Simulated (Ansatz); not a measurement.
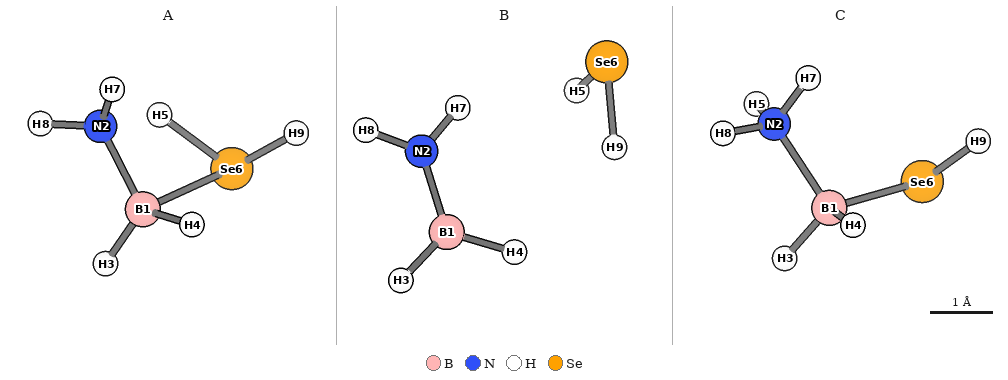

Three geometries of BNH6Se: a saddle point and the two minima that it joins, in shuffled order. Style: ball-and-stick. Shown at a tilt. Sticks join atoms that are closer than about 1.2 times the sum of their covalent radii (a little more with hydrogen).

Stationary points at PBE0-D4/def2-TZVP, single-point energies with PBE0-D4, CCSD(T), B97M-V, SPW92 (LDA) (def2-TZVPP where no basis is named; Ansatz 0.2.0). The energies are electronic, without zero-point or thermal terms, and both ends are the minima reached downhill from the saddle, with any fragments still in contact.

### Which frame is the transition state, what reaction does it lead through, and what barrier is to be expected?

Frame A is the saddle point. Counted by bonded pieces, B holds BH₄N + H₂Se and C holds BH₆SeN. From B over the saddle to C, bonds form: B1–Se6 (4.19 → 2.42 → 2.03 Å), N2–H5 (3.97 → 1.49 → 1.02 Å). A bond breaks: H5–Se6 (1.47 → 1.64 → 3.01 Å). The saddle has one imaginary mode, 1058i cm⁻¹. With PBE0-D4 the barrier is 0.85 eV from B and 1.32 eV from C, and C lies 0.47 eV below B.

| level | barrier from B (eV) | barrier from C (eV) | C less B (eV) |
| --- | --- | --- | --- |
| PBE0-D4 | 0.85 | 1.32 | −0.47 |
| CCSD(T) | 1.08 | 1.43 | −0.36 |
| B97M-V | 1.10 | 1.39 | −0.29 |
| SPW92 (LDA) | 0.44 | 1.08 | −0.64 |

Limits of the set-up: the start holds two separate molecules, 2.5 Å apart at their closest, whose relative position is a soft coordinate.
